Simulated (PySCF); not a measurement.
## A study: C4H3N, SMILES `C#CCC#N`

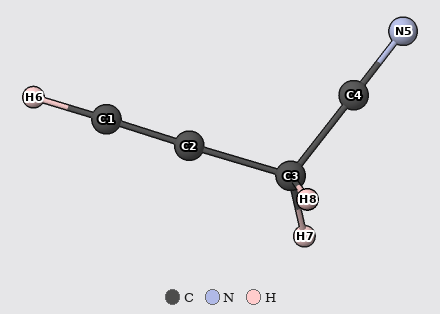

The molecule, with its atoms numbered as below. No frequency check shows the geometry to be a minimum.

Geometry (Å), atoms numbered from 1:

```
C1      -2.1491    0.5392    0.0000
C2      -1.1517   -0.1201   -0.0003
C3       0.0769   -0.8959   -0.0002
C4       1.2192   -0.0091   -0.0003
N5       2.1174    0.6961    0.0001
H6      -3.0329    1.1037    0.0007
H7       0.1195   -1.5310   -0.8911
H8       0.1197   -1.5294    0.8937
```

### 1. Excited states

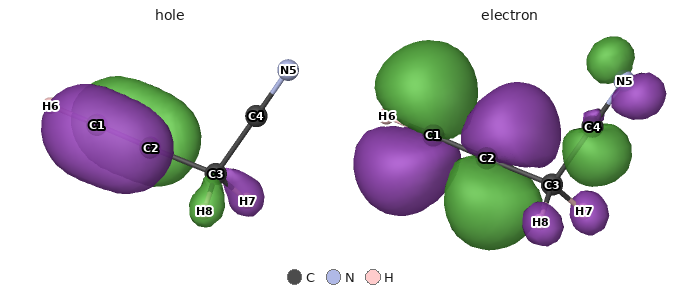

Leading natural transition orbital pair of S₁ (TDA singlet states); the surfaces enclose about 78 % of each orbital's density.

Level of theory: CAM-B3LYP/cc-pVDZ (PySCF), at a geometry from GFN2-xTB. Without diffuse functions Rydberg states are missing, so the states' numbers hold for this basis only.

Give its energy and the atoms that hole and electron lie on.

Answer. 6.76 eV (183 nm), f = 0.000 (very weak); the leading pair carries 79 %; hole on C1 (46 %) and C2 (41 %), electron on C1 (38 %), C2 (33 %) and C3 (8 %) (shares are of the whole state, not of the leading pair alone); their centroids lie 0.2 Å apart. In canonical orbitals it is mainly HOMO → LUMO (61 %). The HOMO–LUMO gap is 11.36 eV.

### 2. Removing or adding an electron

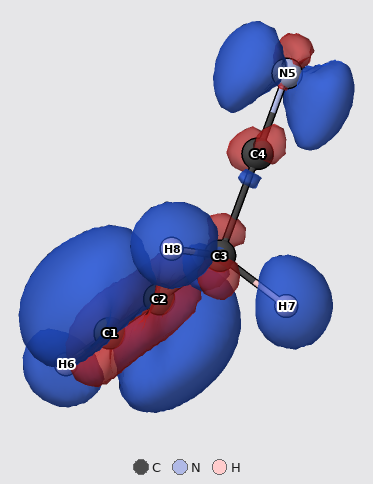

Fukui function f⁻ = ρ(N) − ρ(N−1) at fixed geometry, surfaces at ±0.03 e/Å³ (blue positive, red negative).

PySCF calculation, PBE0/def2-SVP, gas phase; geometry: GFN2-xTB.

Which atoms respond most to the removal of an electron?

Answer. f⁻ (Hirshfeld-condensed) is largest on C1 (0.29) and C2 (0.22); the vertical ionisation energy is 10.90 eV. Condensed values hint at sites of electrophilic attack but needn't mark the atom that reacts. Orbital relaxation makes it negative in places (0.14 e in all).

| atom | f⁻ | charge |
| --- | --- | --- |
| C1 | +0.29 | −0.10 |
| C2 | +0.22 | −0.04 |
| C3 | +0.06 | −0.01 |
| C4 | +0.05 | +0.09 |
| N5 | +0.15 | −0.21 |
| H6 | +0.08 | +0.10 |
| H7 | +0.07 | +0.09 |
| H8 | +0.07 | +0.09 |

### 3. Stretching a bond

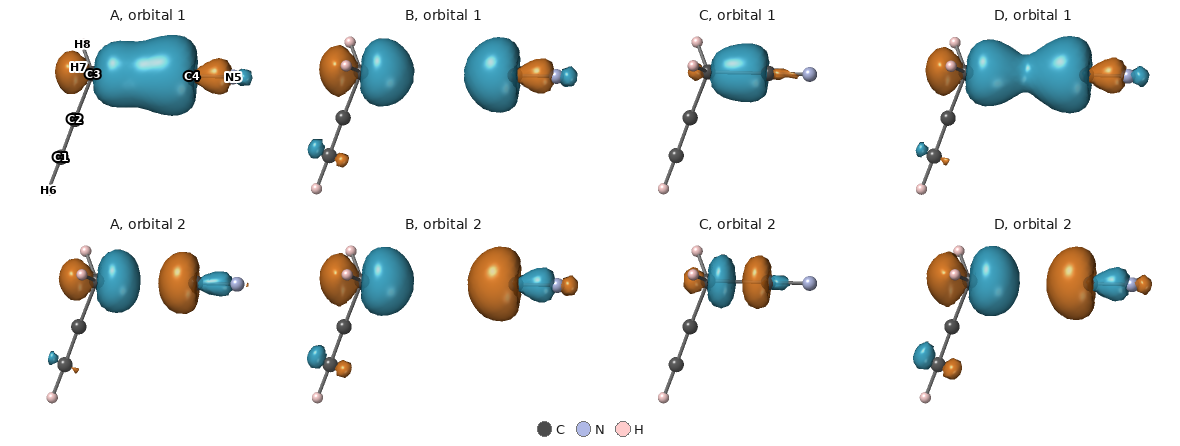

Rigid stretch of the C3–C4 bond. The two CASSCF(2,2) natural orbitals nearest half filling (orbital 1 the more occupied).

Method: def2-SVP basis; geometry: GFN2-xTB; program: PySCF.

The columns are at 1.67, 2.74, 3.34 and 4.26 Å, in some order. Assign them, and give the occupations.

Answer. A: 2.74 Å, occupations 1.73 and 0.27. B: 4.26 Å, occupations 1.09 and 0.91. C: 1.67 Å, occupations 1.98 and 0.02. D: 3.34 Å, occupations 1.38 and 0.62.

UHF's ⟨S²⟩ passes 1 along the scan (up to 1.45), so it also polarises electrons outside the stretched bond; its energy lowering isn't due to that bond alone.

Where does the UHF solution part from RHF?

Answer. Between 2.05 Å (⟨S²⟩ = 0, the two coincide) and 2.36 Å (⟨S²⟩ = 0.89); at 4.26 Å ⟨S²⟩ is 1.45 and UHF lies 3.7 eV below RHF.

How much energy does the stretch cost?

Answer. By CASSCF, 5.1 eV from the lowest point of the scan (1.52 Å) to 4.26 Å; RHF gives 7.8 eV from its own lowest point. The fragments aren't relaxed and dynamic correlation is missing, so this isn't a bond dissociation energy.

The PySCF runs shown took 96 s, 86 s and 3.7 min on 1 thread of Arm Neoverse V2, on a shared host.
